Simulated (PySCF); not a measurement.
## Electronic structure of C8H14O6Si (SiEt(OAc)3) in real space

```
atom    x (Å)    y (Å)    z (Å)
  Si   0.0533   0.0287   0.3652
   C  -0.0358  -0.1796   2.1922
   C   0.8523  -1.2964   2.7364
   H  -1.0988  -0.3622   2.4229
   H   0.2281   0.7934   2.6367
   H   0.7412  -1.3956   3.8267
   H   0.5989  -2.2682   2.2862
   H   1.9170  -1.1035   2.5323
   O   1.6187   0.2233  -0.2478
   C   2.3917   1.2501   0.1488
   C   3.6999   1.2874  -0.5764
   O   2.0369   2.0301   0.9936
   H   4.3079   2.1218  -0.2108
   H   3.5137   1.3944  -1.6551
   H   4.2293   0.3340  -0.4344
   O  -0.7930   1.3547  -0.2407
   C  -2.1358   1.3254  -0.2920
   C  -2.7002   2.4504  -1.0954
   O  -2.7704   0.4545   0.2475
   H  -3.7900   2.4811  -0.9900
   H  -2.4295   2.2795  -2.1487
   H  -2.2464   3.4030  -0.7894
   O  -0.4412  -1.4184  -0.3361
   C  -0.9239  -1.5809  -1.5841
   C  -1.4022  -2.9806  -1.8139
   O  -0.9667  -0.6891  -2.3871
   H  -1.7051  -3.1065  -2.8589
   H  -2.2569  -3.1751  -1.1485
   H  -0.6129  -3.6979  -1.5487
```

Geometry: PBE0-D3(BJ)/def2-SVP.

These are results of PySCF 2.14.0, PBE0/pcSseg-1, SCF density, gas phase, non-relativistic, not measurements.

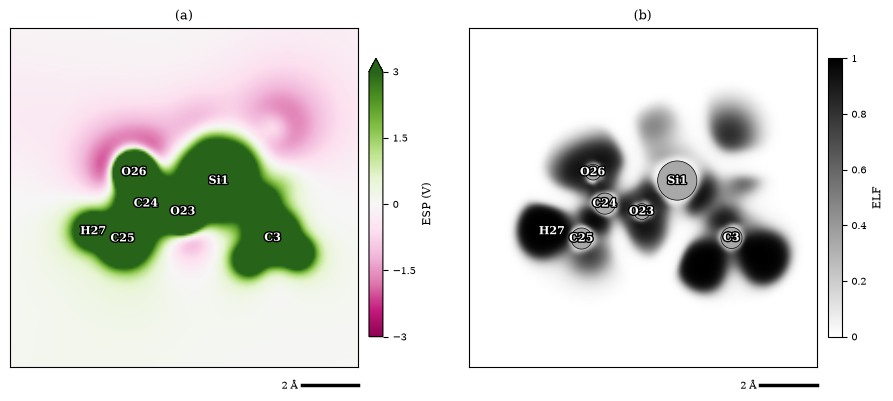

Figure 1. (a) electrostatic potential; (b) ELF on the plane of atoms O23, C24 and O26. Grey discs cover the atomic cores in the ELF map.

Q: Describe what can be read from this map.

A: Atoms in the plane: Si, C, O and H.
C–O (1.20 Å): the ELF peaks at about 0.85 between the atoms; a short, multiple covalent bond.
C–C (1.50 Å): the ELF peaks at about 0.95 between the atoms: localised, covalent bonding.
Si–O (1.68 Å): the ELF peaks at about 0.90 between the atoms, as expected for a shared but strongly polarised pair.
C–H (1.10 Å): the ELF climbs to about 1 towards the hydrogen, as it does in any bond to H: an ordinary covalent bond to hydrogen.
C–O (1.35 Å): the ELF peaks at about 0.85 between the atoms, as expected for a shared but strongly polarised pair.
The ELF also peaks beside O23 and O26, away from the bonds: lone-pair regions.
Outside the dense part of the molecule the potential is most negative (−2.0 V) near O26.

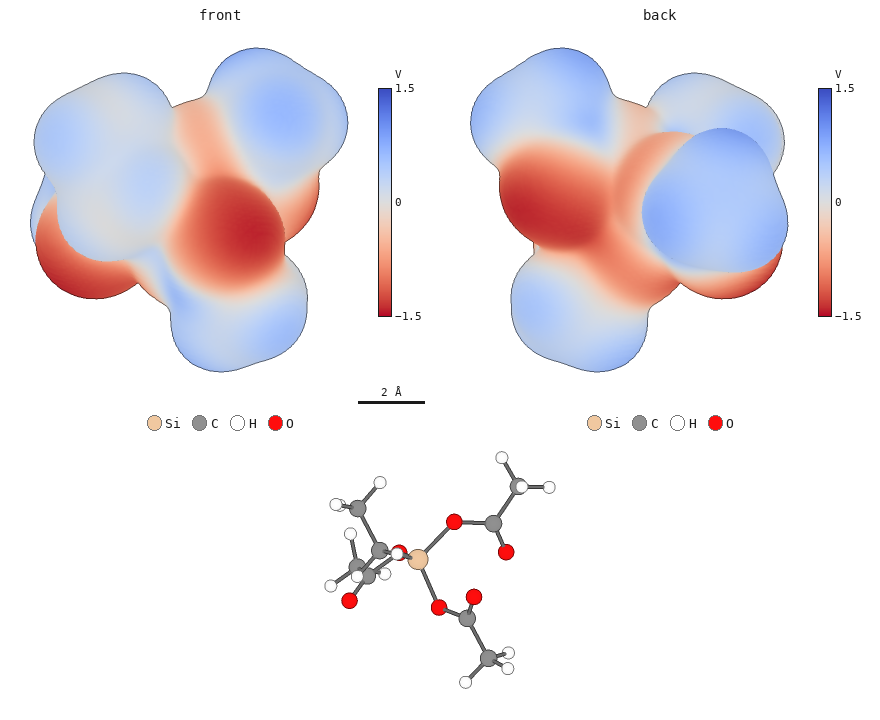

Figure 2. The electrostatic potential painted on the density surface at 0.001 e/bohr³, seen from the front and from behind; red is negative and blue positive. The bare structure is drawn below in the same view.

Q: Where is the surface potential most negative and most positive?

A: The most negative region (about −1.4 V) lies over O12, O19 and O26, the most positive (about +0.8 V) over C10, H15 and H29.

Q: What dipole moment does the calculation give?

A: Its dipole moment is 1.85 D.
